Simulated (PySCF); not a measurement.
**C4H11BClSi (SMILES CBC[SiH2][CH]CCl) (doublet): density, localisation and related maps**

```xyz
18

C    -2.8148   -0.6432    0.6325
B    -1.7665   -0.3995   -0.5162
C    -1.0267    0.9585   -0.6507
Si    0.5215    0.9444    0.4834
C     1.6651   -0.4153   -0.0619
C     3.1111   -0.3221   -0.0157
Cl    3.6853   -0.9719    1.6238
H    -2.5229   -1.4961    1.2451
H    -2.9578    0.2073    1.2953
H    -3.7879   -0.9043    0.2167
H    -1.5216   -1.2780   -1.2571
H    -0.6820    1.1714   -1.6620
H    -1.6213    1.8085   -0.3186
H     1.2216    2.2325    0.3499
H     0.1059    0.7677    1.8848
H     1.2673   -1.3961   -0.2814
H     3.6297   -0.9554   -0.7343
H     3.4851    0.6980   -0.0398
```

Geometry: GFN2-xTB.

These are results of UKS B3LYP, pcH-1 on B C Cl H Si, non-relativistic, mean-field spin-orbit, GIAO (PySCF 2.14.0, density-fitted response routines), not measurements.

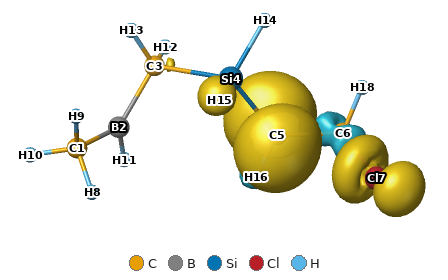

Figure 1. Isosurfaces of the spin density (α minus β) at +0.02 (yellow) and −0.02 e/Å³ (cyan), seen across its widest extent.

> Where is the unpaired spin?

The unpaired spin (1 electron) lies mostly on C5 (about 0.6) and Cl7 (about 0.1), in electrons by Hirshfeld's partition.

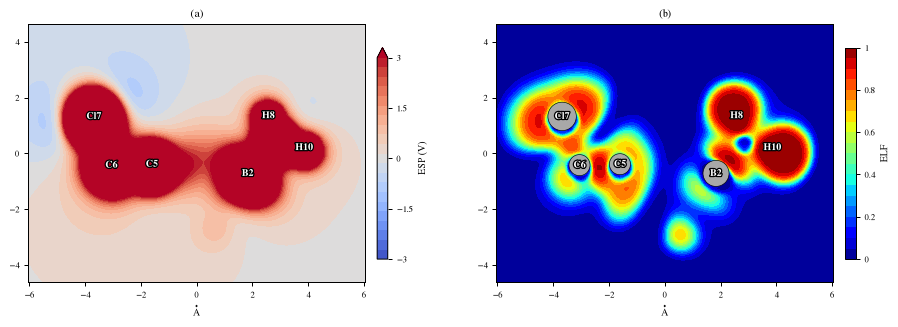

Figure 2. (a) molecular electrostatic potential; (b) ELF on the plane of atoms C5, C6 and Cl7. Grey discs cover the atomic cores in the ELF map.

> Read the bonding off the picture.

The plane passes through B, C, Cl and H nuclei.
C–C (1.45 Å): the ELF peaks at about 0.95 between the atoms, as expected for localised, covalent bonding.
C–Cl (1.85 Å): the ELF peaks at about 0.85 between the atoms: a covalent bond.
The ELF also peaks beside Cl7, away from the bonds: non-bonding electrons, paired or unpaired.
Outside the dense part of the molecule the potential is most negative (−0.8 V) near Cl7.

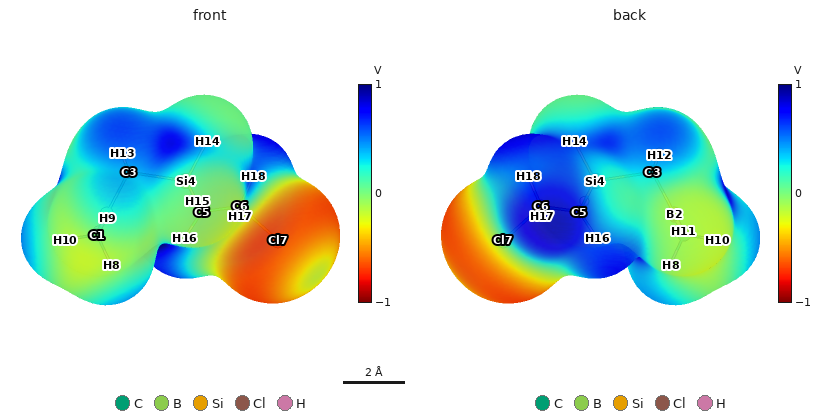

Figure 3. The molecular electrostatic potential painted on the density surface at 0.001 e/bohr³, seen from the front and from behind; red is negative and blue positive.

> Where is the surface potential most negative and most positive?

The most negative region (about −0.7 V) lies over Cl7, the most positive (about +0.9 V) over B2, Si4 and H17.
